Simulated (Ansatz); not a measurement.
```xyz
9

Ta   -0.3073    0.5223    0.2463
F     1.8468   -0.4805    0.3728
Cl   -0.3113    0.1657    2.5878
Cl    0.2157    0.7575   -2.0287
Cl   -2.2861    1.6602    0.1621
O    -0.7943   -1.2797    0.0174
H    -0.6056   -2.1363    0.4412
Br    1.4511    2.3808    0.7323
H     2.2653    0.3862    0.5531
```

Core potentials replace the inner electrons of Ta.

Theory: RKS PBE/def2-SVP (Ansatz 0.2.0).

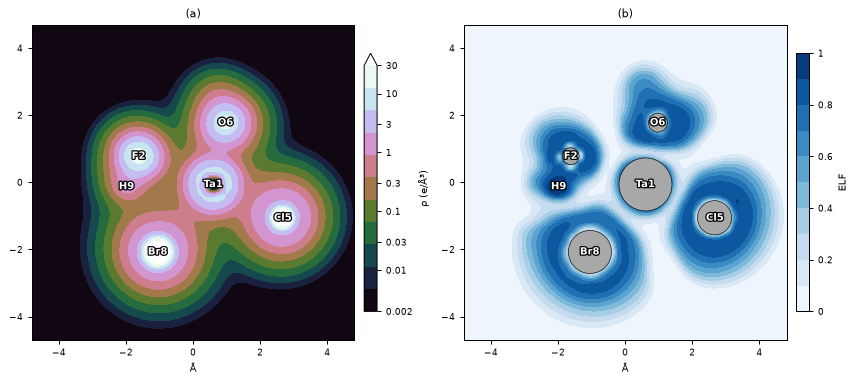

BrCl$_{3}$FH$_{2}$OTa. (a) electron density; (b) electron localisation function on the plane of atoms F2, Ta1 and Cl5. Grey discs cover the atomic cores in the ELF map.

### Interpret the plot.

The section cuts through Ta, F, Cl, O, Br and H sites.
Ta–O (1.88 Å): ρ at the midpoint is about 1.1 e/Å³; the ELF peaks at about 0.85 in the valence shell of O, 0.5 Å from its nucleus, and drops to about 0.25 between the two atoms.
Ta–Cl (2.28 Å): the density is about 0.69 e/Å³ at the midpoint; the ELF peaks at about 0.85 in the valence shell of Cl, 0.8 Å from its nucleus, and is about 0.40 at the midpoint.
Ta–F (2.38 Å): the density is about 0.29 e/Å³ at the midpoint; the ELF is about 0.10 at the midpoint.
Ta–Br (2.60 Å): the density is about 0.46 e/Å³ at the midpoint; the ELF peaks at about 0.80 in the valence shell of Br, 1.0 Å from its nucleus, and is about 0.50 at the midpoint.
F–H (0.98 Å): the density is about 4.1 e/Å³ at the midpoint; the ELF climbs to about 0.95 towards the hydrogen, as it does in any bond to H: a covalent bond by its length.
